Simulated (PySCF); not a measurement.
**C2H8N2OSi: geometry relaxation**

System: C2H8N2OSi, SMILES CN[SiH2]C(N)=O.
Method: PBE0-D3(BJ)/def2-SVP geometry optimisation, gas phase (PySCF 2.14.0).

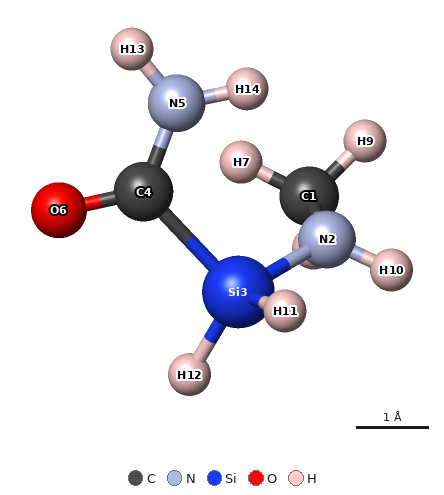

**Figure 1.** The input geometry (ball-and-stick view, seen at a tilt; atoms are numbered from 1 in the order of the input).

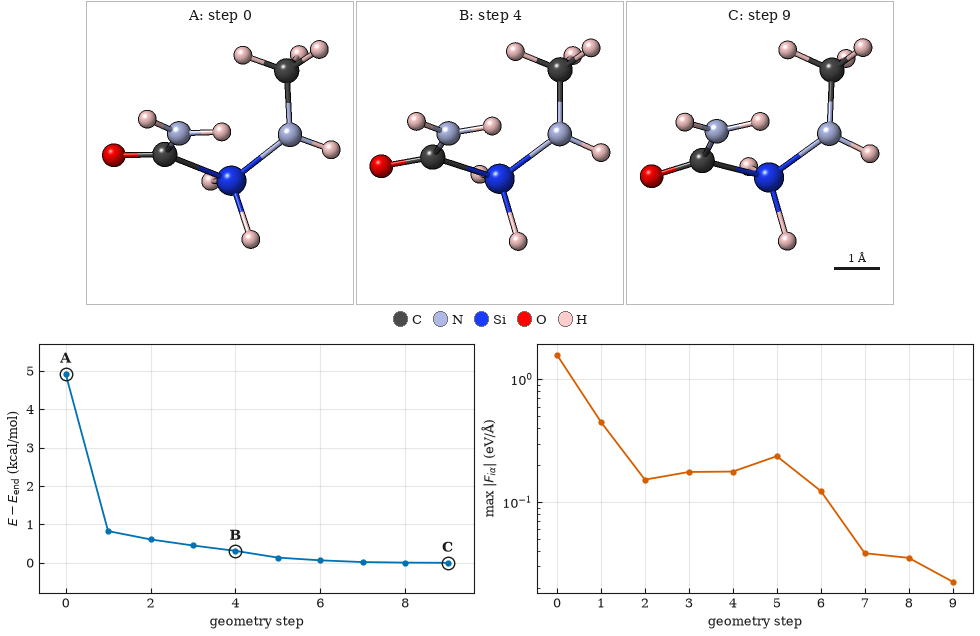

**Figure 2.** Frames of the relaxation (ball-and-stick view, seen at a tilt) above the curves, on which the letters mark them (steps are counted from 0).

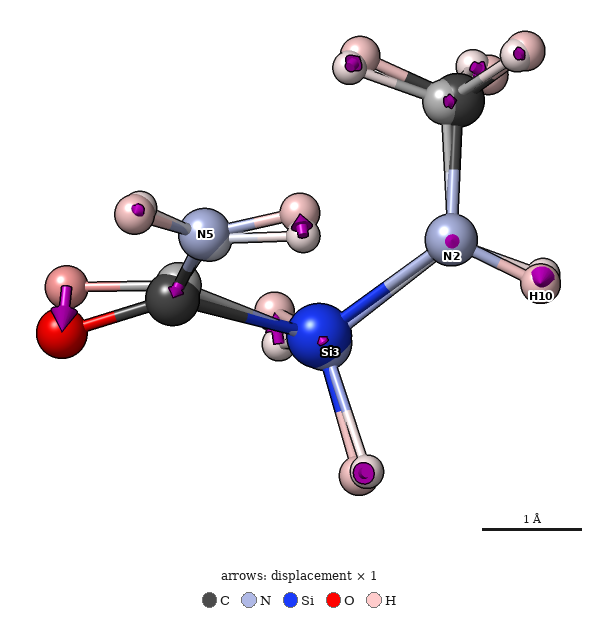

**Figure 3.** Start (faint) and end (solid) with the displacements as pink arrows, at true length (ball-and-stick view, seen at a tilt). The two geometries are laid on each other by the best rigid fit. Over 9 geometry steps the energy falls by 4.93 kcal/mol. The largest force component goes from 1.6 to 0.022 eV/Å. O6 moves most after the best rigid fit: 0.51 Å. Largest moves by element: O 0.51 Å, H 0.33 Å, C 0.16 Å, N 0.11 Å, Si 0.09 Å. Among the contacts that change: Si3–H12 1.444 → 1.495 Å, Si3–H11 1.458 → 1.492 Å, C1–H7 1.069 → 1.102 Å, C4–N5 1.326 → 1.357 Å. Among the angles that change: N2–Si3–H12 119.2° → 114.9°, N2–Si3–H11 103.4° → 107.0°, N2–Si3–C4 104.9° → 108.2°. (Atoms are counted from 1 in the order of the input.)

The input that produced these results follows, with the program's output.

Input file
```
{"job": {"xc": "PBE0", "basis": "def2-SVP", "d3": "d3bj", "grid": 1, "shake": 0.01, "kind": "geom"}, "charge": 0, "multiplicity": 1}
C     -1.389630     1.083790     0.493510
N     -0.610880     0.783530    -0.674260
Si     0.000430    -0.791100    -1.002760
C      1.079100    -1.246140     0.560790
N      1.684860    -0.235110     1.168820
O      1.133050    -2.386390     0.971190
H     -1.050620     0.519980     1.335930
H     -2.456950     0.897230     0.334210
H     -1.309970     2.175410     0.749910
H     -0.904710     1.326590    -1.461630
H      0.891780    -0.577180    -2.136080
H     -0.927200    -1.875460    -1.223120
H      2.244970    -0.400810     1.971190
H      1.608620     0.710580     0.829850
```

The first line tells a small driver script what to run in PySCF; the rest is the geometry in Å.

Launched with:
```bash
OMP_NUM_THREADS=1 python <driver script> task.json out
```

Output
```
step   0  E = -554.56456932  max force = 0.030756
step   1  E = -554.57110083  max force = 0.008746
step   2  E = -554.57144625  max force = 0.002963
step   3  E = -554.57169886  max force = 0.003425
step   4  E = -554.57192146  max force = 0.003451
step   5  E = -554.57220122  max force = 0.004604
step   6  E = -554.57231485  max force = 0.002397
step   7  E = -554.57238724  max force = 0.000747
step   8  E = -554.57240943  max force = 0.000685
step   9  E = -554.57241869  max force = 0.000437
optimisation converged
```

Trajectory as extended XYZ (Å, eV, eV/Å), 10 frames, from step=0 to step=9
```
14
Properties=species:S:1:pos:R:3:forces:R:3 step=0 energy=-15090.47057
C    -1.3896    1.0838    0.4935   -0.4666   1.5815  -0.6931
N    -0.6109    0.7835   -0.6743    0.1160  -0.0253   0.3501
Si    0.0004   -0.7911   -1.0028    1.0495   0.4469   0.9149
C     1.0791   -1.2461    0.5608   -1.1665  -0.8011  -0.7981
N     1.6849   -0.2351    1.1688    0.2321   1.4978  -0.1782
O     1.1330   -2.3864    0.9712    0.1300  -0.6830   0.0407
H    -1.0506    0.5200    1.3359    0.3242  -0.5967   0.9127
H    -2.4569    0.8972    0.3342   -0.4123  -0.1884   0.2055
H    -1.3100    2.1754    0.7499    0.0438  -0.6160  -0.0024
H    -0.9047    1.3266   -1.4616   -0.0492   0.4074  -0.6002
H     0.8918   -0.5772   -2.1361    0.3445  -0.1354  -0.7119
H    -0.9272   -1.8755   -1.2231   -0.6519  -0.7478  -0.1568
H     2.2450   -0.4008    1.9712    0.5923  -0.2968   0.8914
H     1.6086    0.7106    0.8298   -0.0860   0.1567  -0.1747
14
Properties=species:S:1:pos:R:3:forces:R:3 step=1 energy=-15090.64830
C    -1.5238    0.8139    0.7303    0.0895  -0.1979   0.2427
N    -0.6765    0.5140   -0.4030    0.0143   0.1201  -0.1634
Si   -0.0374   -1.0716   -0.7208   -0.2099  -0.3021  -0.0277
C     0.9920   -1.5888    0.8282    0.2403   0.4497  -0.0095
N     1.5985   -0.5395    1.4572   -0.0714  -0.2517   0.0816
O     1.1200   -2.7440    1.1762   -0.0141  -0.1601   0.0241
H    -1.1865    0.2314    1.6115   -0.0726   0.1287  -0.1772
H    -2.5928    0.5778    0.5780   -0.0401  -0.0233  -0.0329
H    -1.4547    1.8770    1.0098    0.0037   0.0521   0.0003
H    -0.8880    1.0896   -1.2150    0.0828  -0.0382   0.0772
H     0.8235   -0.9748   -1.9395    0.0098   0.0645   0.0508
H    -1.0315   -2.1768   -0.9459    0.0343   0.1123   0.0431
H     2.1587   -0.7144    2.2881   -0.0443   0.0413  -0.1115
H     1.4363    0.4092    1.1448   -0.0223   0.0045   0.0024
14
Properties=species:S:1:pos:R:3:forces:R:3 step=2 energy=-15090.65770
C    -1.5190    0.8036    0.7220   -0.0615   0.0555   0.0023
N    -0.6628    0.5260   -0.4113    0.0193  -0.0433   0.0454
Si   -0.0553   -1.0752   -0.7122    0.0353  -0.0824  -0.0738
C     1.0031   -1.5782    0.8228    0.0828   0.1524   0.1399
N     1.6019   -0.5392    1.4677   -0.1086   0.0310  -0.0867
O     1.1346   -2.7370    1.1635    0.0177  -0.1501  -0.0654
H    -1.1901    0.2122    1.5923    0.0038   0.0158  -0.0228
H    -2.5861    0.5646    0.5523   -0.0086   0.0051   0.0069
H    -1.4567    1.8645    1.0178   -0.0160  -0.0019  -0.0002
H    -0.8610    1.1059   -1.2208    0.0295   0.0138   0.0321
H     0.7977   -0.9818   -1.9345    0.0203  -0.0056   0.0037
H    -1.0650   -2.1619   -0.9184   -0.0110   0.0382   0.0578
H     2.1768   -0.7121    2.2856   -0.0163  -0.0396  -0.0233
H     1.4200    0.4118    1.1729    0.0134   0.0112  -0.0160
14
Properties=species:S:1:pos:R:3:forces:R:3 step=3 energy=-15090.66457
C    -1.5392    0.8262    0.7213   -0.0838   0.0653  -0.1761
N    -0.6592    0.5068   -0.3849   -0.0374   0.0218   0.1107
Si   -0.0577   -1.0964   -0.6978    0.0954   0.0868   0.0138
C     1.0381   -1.5961    0.8091   -0.1523  -0.1064  -0.0092
N     1.5972   -0.5480    1.4642   -0.0360   0.0451  -0.0073
O     1.2127   -2.7616    1.1148    0.0903   0.0672  -0.0424
H    -1.2526    0.2440    1.6054    0.0522  -0.0968   0.1379
H    -2.6080    0.6126    0.5222    0.0333   0.0133   0.0242
H    -1.4580    1.8913    1.0015   -0.0082  -0.0448  -0.0239
H    -0.8222    1.0929   -1.1951    0.0367   0.0619  -0.0771
H     0.7902   -0.9768   -1.9203   -0.0080  -0.0366  -0.0345
H    -1.0700   -2.1734   -0.8963   -0.0600  -0.0475   0.0293
H     2.1946   -0.7194    2.2630    0.0634  -0.0129   0.0900
H     1.3720    0.4012    1.1929    0.0143  -0.0164  -0.0356
14
Properties=species:S:1:pos:R:3:forces:R:3 step=4 energy=-15090.67063
C    -1.5499    0.8234    0.7152   -0.0526   0.0722  -0.1462
N    -0.6465    0.5166   -0.3756   -0.0351  -0.0338   0.0949
Si   -0.0642   -1.0964   -0.6841    0.0825   0.1068  -0.0245
C     1.0464   -1.5993    0.8088   -0.0831  -0.1774  -0.0891
N     1.5979   -0.5486    1.4628    0.0005   0.0516   0.0869
O     1.2514   -2.7666    1.0906    0.0411   0.1245  -0.0105
H    -1.2813    0.2290    1.5990    0.0332  -0.0630   0.0945
H    -2.6147    0.6155    0.4923    0.0198  -0.0025   0.0151
H    -1.4732    1.8843    1.0083   -0.0053  -0.0187  -0.0008
H    -0.7843    1.1125   -1.1842    0.0237   0.0373  -0.0374
H     0.7770   -0.9904   -1.9131   -0.0219  -0.0516  -0.0255
H    -1.0949   -2.1603   -0.8617   -0.0509  -0.0365   0.0168
H     2.2118   -0.7141    2.2515    0.0478  -0.0042   0.0463
H     1.3624    0.3976    1.1902    0.0002  -0.0048  -0.0205
14
Properties=species:S:1:pos:R:3:forces:R:3 step=5 energy=-15090.67824
C    -1.5867    0.8343    0.6960    0.0567  -0.0627   0.0258
N    -0.6331    0.5249   -0.3497   -0.0364  -0.0306  -0.0444
Si   -0.0770   -1.1011   -0.6586    0.0335   0.1476   0.0309
C     1.0933   -1.6032    0.7867    0.1194  -0.2367  -0.0713
N     1.6079   -0.5624    1.4828   -0.0272   0.1821   0.1145
O     1.3869   -2.7676    0.9919   -0.0742   0.0168  -0.0034
H    -1.3630    0.2282    1.5915   -0.0256   0.0471  -0.0435
H    -2.6412    0.6397    0.4238   -0.0139  -0.0302  -0.0109
H    -1.5151    1.8911    0.9987    0.0129   0.0294   0.0240
H    -0.7122    1.1376   -1.1560    0.0141  -0.0235   0.0317
H     0.7248   -1.0285   -1.9171   -0.0485  -0.0496   0.0020
H    -1.1425   -2.1448   -0.7690    0.0152   0.0065  -0.0005
H     2.2670   -0.7256    2.2383   -0.0397  -0.0148  -0.0754
H     1.3290    0.3806    1.2406    0.0138   0.0187   0.0205
14
Properties=species:S:1:pos:R:3:forces:R:3 step=6 energy=-15090.68133
C    -1.5833    0.8275    0.6899    0.0209  -0.0072   0.0558
N    -0.6174    0.5359   -0.3484   -0.0021  -0.0682  -0.0268
Si   -0.0778   -1.0958   -0.6515    0.0263   0.0414  -0.0392
C     1.1078   -1.6030    0.7783   -0.0038  -0.0447  -0.0879
N     1.5940   -0.5542    1.4870    0.0404  -0.0559   0.1233
O     1.4157   -2.7652    0.9721   -0.0134   0.0678   0.0261
H    -1.3639    0.2154    1.5831   -0.0210   0.0532  -0.0611
H    -2.6329    0.6238    0.4052   -0.0165  -0.0153  -0.0068
H    -1.5242    1.8820    1.0044    0.0028   0.0186   0.0169
H    -0.6844    1.1534   -1.1521   -0.0089  -0.0227   0.0471
H     0.6987   -1.0552   -1.9259   -0.0313  -0.0302  -0.0077
H    -1.1597   -2.1267   -0.7280    0.0108   0.0214  -0.0082
H     2.2613   -0.7223    2.2336   -0.0209   0.0497  -0.0276
H     1.3042    0.3876    1.2522    0.0168  -0.0078  -0.0039
14
Properties=species:S:1:pos:R:3:forces:R:3 step=7 energy=-15090.68331
C    -1.5827    0.8299    0.6891    0.0016  -0.0038   0.0359
N    -0.6195    0.5325   -0.3501    0.0099  -0.0203  -0.0237
Si   -0.0727   -1.0947   -0.6559   -0.0025  -0.0048  -0.0017
C     1.1145   -1.6027    0.7735    0.0122   0.0197  -0.0001
N     1.5909   -0.5565    1.4959   -0.0175  -0.0384   0.0273
O     1.4201   -2.7646    0.9681    0.0029   0.0192   0.0047
H    -1.3622    0.2247    1.5849   -0.0032   0.0194  -0.0264
H    -2.6329    0.6220    0.4079   -0.0035  -0.0005  -0.0043
H    -1.5232    1.8865    0.9987   -0.0007   0.0010  -0.0031
H    -0.6889    1.1490   -1.1535   -0.0028  -0.0012   0.0174
H     0.6894   -1.0638   -1.9383   -0.0106  -0.0025  -0.0065
H    -1.1544   -2.1256   -0.7245    0.0056   0.0043  -0.0021
H     2.2531   -0.7191    2.2471   -0.0017   0.0034  -0.0107
H     1.3063    0.3856    1.2570    0.0102   0.0045  -0.0066
14
Properties=species:S:1:pos:R:3:forces:R:3 step=8 energy=-15090.68391
C    -1.5863    0.8338    0.6841   -0.0021   0.0015   0.0063
N    -0.6202    0.5300   -0.3507    0.0026  -0.0002  -0.0130
Si   -0.0722   -1.0967   -0.6540   -0.0023   0.0005   0.0164
C     1.1245   -1.6006    0.7697    0.0029   0.0277   0.0036
N     1.5878   -0.5590    1.5071   -0.0352  -0.0166  -0.0057
O     1.4420   -2.7607    0.9537    0.0056  -0.0183  -0.0030
H    -1.3689    0.2348    1.5834    0.0034  -0.0035   0.0048
H    -2.6358    0.6242    0.4007    0.0025   0.0038  -0.0008
H    -1.5272    1.8922    0.9876   -0.0019  -0.0009  -0.0059
H    -0.6850    1.1464   -1.1539    0.0006   0.0056  -0.0028
H     0.6753   -1.0725   -1.9448    0.0019   0.0016  -0.0015
H    -1.1545   -2.1269   -0.7089    0.0008  -0.0065   0.0006
H     2.2534   -0.7266    2.2535    0.0114   0.0072   0.0050
H     1.3051    0.3848    1.2725    0.0099  -0.0020  -0.0039
14
Properties=species:S:1:pos:R:3:forces:R:3 step=9 energy=-15090.68416
C    -1.5869    0.8369    0.6810   -0.0005   0.0020  -0.0049
N    -0.6192    0.5281   -0.3510   -0.0032   0.0056  -0.0051
Si   -0.0718   -1.0993   -0.6515   -0.0062  -0.0023   0.0078
C     1.1309   -1.6013    0.7674    0.0021   0.0068   0.0074
N     1.5803   -0.5610    1.5147   -0.0225   0.0022   0.0008
O     1.4595   -2.7598    0.9425    0.0032  -0.0085  -0.0057
H    -1.3713    0.2421    1.5831    0.0033  -0.0079   0.0112
H    -2.6360    0.6270    0.3962    0.0030   0.0029   0.0008
H    -1.5277    1.8968    0.9793   -0.0011  -0.0008  -0.0040
H    -0.6794    1.1446   -1.1545    0.0019   0.0032  -0.0069
H     0.6678   -1.0791   -1.9469    0.0057   0.0017   0.0014
H    -1.1543   -2.1298   -0.6976   -0.0019  -0.0051  -0.0002
H     2.2505   -0.7240    2.2581    0.0096  -0.0036   0.0023
H     1.2955    0.3819    1.2791    0.0067   0.0040  -0.0049
```

Results in brief

| quantity | value |
| --- | --- |
| outcome | converged |
| total energy | −554.572419 hartree |
| dipole moment | 4.58 D |
| point group | C1 |
| hardware | 1 CPU thread, shared host |
| wall time | 84 s |
| peak memory | 0.49 GiB |
